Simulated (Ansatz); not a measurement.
# SiH2F2 (SMILES F[SiH2]F) at 6 levels

Wanted: a comparison of 6 runs (CAM-B3LYP/STO-3G, UPBE/STO-3G, UPBE0/STO-3G, CCSDT/STO-3G, CCSD/STO-3G, CCSD(T)/STO-3G) of SiH2F2. 

Program for the calculation: Ansatz 0.2.0.

53 further runs of the same task are left out: 3 that didn't finish, 50 set aside as unsound or not needed.

### Step 1. The system as given

The species is SiH2F2 (5 atoms), meant as a singlet with charge 0. SMILES: `F[SiH2]F`. The Si2–F1 distance was set to 1.982 Å, away from the relaxed value.

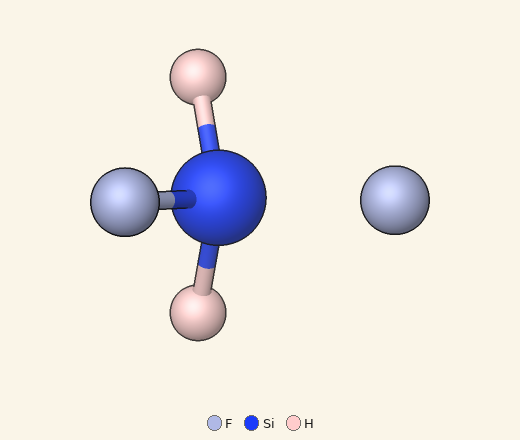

Viewed from a chosen angle; fluorine light blue, silicon blue, hydrogen pink.

### Step 2. A single-point energy at CAM-B3LYP/STO-3G (run 1)

The input, input.yaml:

```yaml
crystal:
  periodic: [false, false, false]
  atoms:
    - {symbol: F, position_ang: [-1.347465, 0.672889, 1.239430]}
    - {symbol: Si, position_ang: [-0.005220, -0.000540, -0.054090]}
    - {symbol: F, position_ang: [1.247630, -0.520590, 0.766910]}
    - {symbol: H, position_ang: [-0.590470, -1.138740, -0.786300]}
    - {symbol: H, position_ang: [0.427070, 1.121680, -0.907250]}
basis:
  gaussian:
    orbitals: STO-3G
total_charge: 0
hamiltonian:
  xc: {name: CAM-B3LYP}
accuracy: high
```

Command:

```sh
ansatz run input.yaml --threads 1 --pin off --max-ram 3480MiB --events-out events.jsonl --progress --plain --runs-dir runs
```

Standard output:

```text
Warning: RAYON_NUM_THREADS=1 ignored (pool sized by the plan → 1); use --threads N
Functional definition: CAM-B3LYP
  name "CAM-B3LYP"
  parameter alpha = 0.19
  parameter beta = 0.46
  parameter omega = 0.33/bohr
  parameter ac = 0.81
  exchange = (1 - alpha - beta)*b88_x + beta*b88_x_sr(omega) + alpha*exact_x + beta*exact_x_lr(omega)
  correlation = (1 - ac)*vwn5_c + ac*lyp_c
380 factors; integrals over basis functions are off by at most 2.6e-8 eV
160 factors; integrals over basis functions are off by at most 6.8e-10 eV
mean field evaluation 1: about -13166.2380 eV, gradient 2.8e1 eV
mean field evaluation 2: about -13166.3611 eV, gradient 3.2e1 eV
mean field evaluation 4: about -13170.0970 eV, gradient 1.2e0 eV
mean field evaluation 8: about -13170.0731 eV, gradient 4.8e-3 eV
mean field evaluation 16: about -13170.0731 eV, gradient 2.4e-8 eV
mean field -13170.07311073 eV, -483.9912598230 hartree, gradient 2.3e-8 eV, S^2 0.000000; 0 other end points of the search recorded, 0 dependent functions left out
reference -13170.07312162 eV, -483.9912602235 hartree; 17, 17 occupied and 4, 4 virtual orbitals, 380 factors
Total energy: -13170.07312162 eV, -483.9912602235 hartree
```

It took 1.3 s on 1 thread of Arm Neoverse V2, shared host; peak memory 0.097 GiB.

### Step 3. A single-point energy at UPBE/STO-3G (run 2)

The input, job.yaml:

```yaml
crystal:
  periodic: [false, false, false]
  atoms:
    - {symbol: F, position_ang: [-1.347465, 0.672889, 1.239430]}
    - {symbol: Si, position_ang: [-0.005220, -0.000540, -0.054090]}
    - {symbol: F, position_ang: [1.247630, -0.520590, 0.766910]}
    - {symbol: H, position_ang: [-0.590470, -1.138740, -0.786300]}
    - {symbol: H, position_ang: [0.427070, 1.121680, -0.907250]}
basis:
  gaussian:
    orbitals: STO-3G
total_charge: 0
magnetization:
  spin_polarized: true
hamiltonian:
  xc: {name: PBE}
accuracy: high
```

Command:

```sh
ansatz run job.yaml --threads 1 --pin off --max-ram 3480MiB --events-out events.jsonl --progress --plain --runs-dir runs
```

Standard output:

```text
Warning: RAYON_NUM_THREADS=1 ignored (pool sized by the plan → 1); use --threads N
Functional definition: PBE
  name "PBE"
  parameter kappa = 0.804
  parameter beta = 0.06672455060314922
  exchange = pbe_x(kappa = kappa, mu = beta*pi^2/3)
  correlation = pbe_c(beta = beta)
380 factors; integrals over basis functions are off by at most 2.6e-8 eV
mean field evaluation 1: about -13160.4067 eV, gradient 1.8e1 eV
mean field evaluation 2: about -13146.9142 eV, gradient 5.0e1 eV
mean field evaluation 4: about -13162.9187 eV, gradient 5.1e0 eV
mean field evaluation 8: about -13163.0775 eV, gradient 3.5e-2 eV
mean field evaluation 16: about -13163.0775 eV, gradient 3.2e-8 eV
mean field -13163.07751058 eV, -483.7341762594 hartree, gradient 2.5e-8 eV, S^2 0.000000; 0 other end points of the search recorded, 0 dependent functions left out
reference -13163.07751202 eV, -483.7341763124 hartree; 17, 17 occupied and 4, 4 virtual orbitals, 380 factors
Total energy: -13163.07751202 eV, -483.7341763124 hartree
```

Wall time 1.8 s (1 thread of Arm Neoverse V2, shared host); peak memory 0.13 GiB.

Runs 3 to 4 aren't shown in full; the table further down has their settings and results.

### Step 4. The energy at CCSD/STO-3G (run 5)

The input, molecule.yaml:

```yaml
crystal:
  periodic: [false, false, false]
  atoms:
    - {symbol: F, position_ang: [-1.347465, 0.672889, 1.239430]}
    - {symbol: Si, position_ang: [-0.005220, -0.000540, -0.054090]}
    - {symbol: F, position_ang: [1.247630, -0.520590, 0.766910]}
    - {symbol: H, position_ang: [-0.590470, -1.138740, -0.786300]}
    - {symbol: H, position_ang: [0.427070, 1.121680, -0.907250]}
basis:
  gaussian:
    orbitals: STO-3G
correlation:
  method: ccsd
  frozen_orbitals: {F: 1, H: 0, Si: 5}
accuracy: high
scf:
  omitted_lower_state_checks: [cluster_reference, increment]
```

Command:

```sh
ansatz run molecule.yaml --threads 1 --pin off --max-ram 3480MiB --events-out events.jsonl --progress --plain --runs-dir runs
```

Standard output:

```text
Warning: RAYON_NUM_THREADS=1 ignored (pool sized by the plan → 1); use --threads N
[... 11 lines left out ...]
7 core orbitals not correlated: weight in the atoms' cores, before any rotation towards them, 1.000 or more for the frozen orbitals, at most 0.000 for the correlated occupied ones
[... 26 lines left out ...]
Total energy: -13140.73271376 eV, -482.9130201221 hartree
Checks for a lower state left out: cluster_reference, increment
```

It took 0.22 s on 1 thread of Arm Neoverse V2, shared host.

### Step 5. A single-point energy at CCSD(T)/STO-3G (run 6)

The input, in.yaml:

```yaml
crystal:
  periodic: [false, false, false]
  atoms:
    - {symbol: F, position_ang: [-1.347465, 0.672889, 1.239430]}
    - {symbol: Si, position_ang: [-0.005220, -0.000540, -0.054090]}
    - {symbol: F, position_ang: [1.247630, -0.520590, 0.766910]}
    - {symbol: H, position_ang: [-0.590470, -1.138740, -0.786300]}
    - {symbol: H, position_ang: [0.427070, 1.121680, -0.907250]}
basis:
  gaussian: {orbitals: STO-3G}
correlation: {method: ccsd_t, frozen_orbitals: {F: 1, H: 0, Si: 5}}
accuracy: high
scf: {omitted_lower_state_checks: [cluster_reference, increment]}
```

Command:

```sh
ansatz run in.yaml --threads 1 --pin off --max-ram 3480MiB --events-out events.jsonl --progress --plain --runs-dir runs
```

Standard output:

```text
Warning: RAYON_NUM_THREADS=1 ignored (pool sized by the plan → 1); use --threads N
[... 11 lines left out ...]
7 core orbitals not correlated: weight in the atoms' cores, before any rotation towards them, 1.000 or more for the frozen orbitals, at most 0.000 for the correlated occupied ones
[... 24 lines left out ...]
Total energy: -13140.82921872 eV, -482.9165666140 hartree
Checks for a lower state left out: cluster_reference, increment
```

Run time: 0.24 s. Hardware: 1 thread of Arm Neoverse V2, shared host.

### Step 6. All runs side by side

```tsv
run	level	frozen core orbitals	energy (Eh)	wall time
1	CAM-B3LYP/STO-3G	–	-483.991260	1.3 s
2	UPBE/STO-3G	–	-483.734176	1.8 s
3	UPBE0/STO-3G	–	-483.809370	2 s
4	CCSDT/STO-3G	7	-482.917506	0.52 s
5	CCSD/STO-3G	7	-482.913020	0.22 s
6	CCSD(T)/STO-3G	7	-482.916567	0.24 s
```

### Step 7. Results

| quantity | value |
| --- | --- |
| run 6: total energy | -482.91657 Eh |
| run 6: correlation energy (7 core orbitals frozen) | -112.9 mEh |
| run 6: (T) correction | -3.55 mEh |
| run 6: T1 diagnostic | 0.012 |

**Reading.** Totals of different functionals can't be ranked against each other. In runs 4, 5, 6 the log says that unrestricted orbitals would lower the reference, so the values rest on an unstable closed-shell determinant (other closed-shell runs at this shape may share the fault). In runs 1, 2, 3, 4, 5, 6 the basis is minimal, so the values are rough. All runs together took 6.1 s, the longest 2 s.
